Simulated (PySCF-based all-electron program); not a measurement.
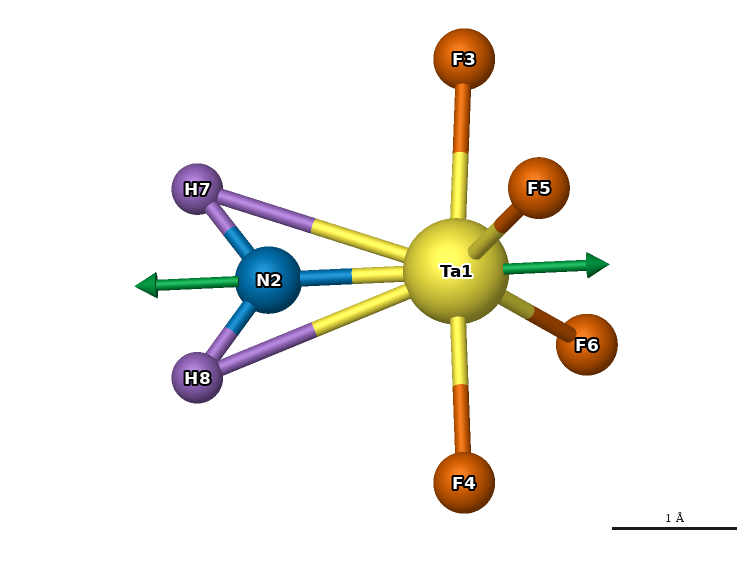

Arrows show the forces on the atoms, 0.03 Å of arrow for 1 eV/Å; forces under a tenth of the largest aren't drawn. The species is neutral and a spin singlet. Level of theory: PBE, all-electron, scalar-relativistic (Koelling-Harmon), large uncontracted Gaussian sets (PySCF-based all-electron program).

> Along which bond is the force strongest?

Ta1–N2, now 1.536 Å: the forces push its atoms apart, so a first step downhill lengthens it.

List the force components in the frame of the picture (x right, y up, z towards the viewer), in eV/Å.

```tsv
atom	Fx	Fy	Fz
Ta1	28.75	1.34	3.16
N2	−28.23	−1.31	−3.10
F3	−0.12	1.44	−0.63
F4	−0.12	−1.45	0.60
F5	0.10	0.65	1.54
F6	0.49	−0.63	−1.48
H7	−0.44	0.17	−0.13
H8	−0.44	−0.21	0.03
```
